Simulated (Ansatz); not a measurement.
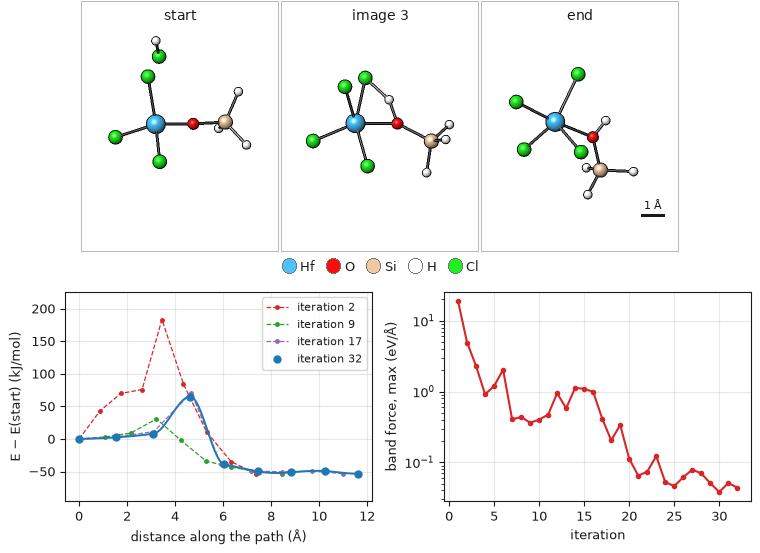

A search for the minimum-energy path of HfSiH4OCl4, made up at the start of HfSiH₃OCl₃ and HCl by the nudged elastic band. Images are numbered from 0 (start) to 8 (end). The plot follows the band through its iterations. The picture is a ball-and-stick view, seen at a tilt.

Method: RHF/def2-SVP in Ansatz. Run with 7 movable images; climbing image; force threshold 0.05 eV/Å; iteration limit 60; starting path through a guess of the saddle point.

### Did the band converge, and can the barrier be trusted?

The run is converged, with reservations. The band converged in 32 iterations. The largest component of the band force went from 19 to 0.044 eV/Å. The climbing image converged on the top of the path. Its vibrational analysis gives one imaginary mode (1252i cm⁻¹), as a transition state must have. The first iteration put the highest image at 372.6 kJ/mol. The energy climbs by 65.0 kJ/mol to image 3 and then falls by 118.4 kJ/mol, so the end point sits at −53.3 kJ/mol.

Limits of the set-up: the start holds two separate molecules, 3.1 Å apart at their closest, whose relative position is a soft coordinate and is computed without a dispersion correction; Hartree-Fock leaves out electron correlation.
